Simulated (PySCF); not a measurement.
Molecule: Ge(Br)3(Et), SMILES C[CH2][Ge]([Br])([Br])[Br], singlet. Atoms near the plane z = 0.8 Å, at the CAM-B3LYP/def2-SVP optimised geometry (x, y, z in Å): Ge3 (-0.8, 0.4, 0.0), Br4 (1.5, 0.4, 0.0), Br5 (-1.5, 2.6, 0.0).

Method: PySCF 2.14.0 with CAM-B3LYP/def2-TZVP. The values are rescaled to run from 0 to 1.

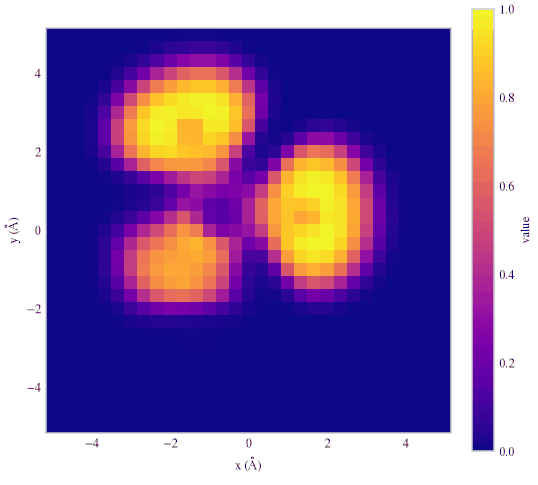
*a field on the plane z = 0.8 Å.*

Problem. Which quantity is mapped?
A) deformation density (molecule minus spherical neutral atoms)
B) electron localisation function
C) electrostatic potential
D) log10 of the electron density

Solution. B, electron localisation function
